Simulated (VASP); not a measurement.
Band structure of TiSi (relaxed from the wurtzite structure, space group P6_3/mmc). Level of theory: r2SCAN meta-GGA, VASP's PBE PAW potentials (set 64) (plane waves; VASP).

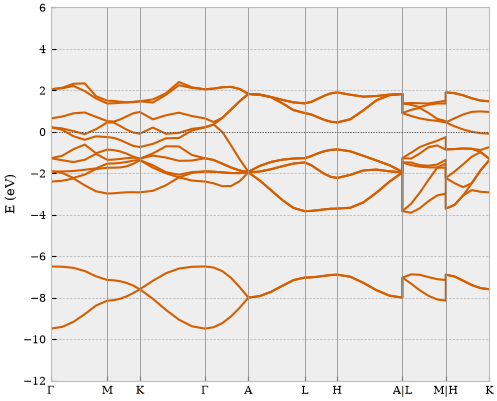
Figure: Bands along high-symmetry lines, zero at the valence-band maximum or, without a gap, the Fermi level

### Question
Read the plot: is there a gap, and where are the band edges?

### Answer
It has no gap at this level: it comes out as a metal or semimetal.

The structure was generated: TiSi was put into the wurtzite type (P6_3mc), which need not be its known phase. It was relaxed first, which changed the volume by -33 %. The relaxed cell has space group P6_3/mmc.
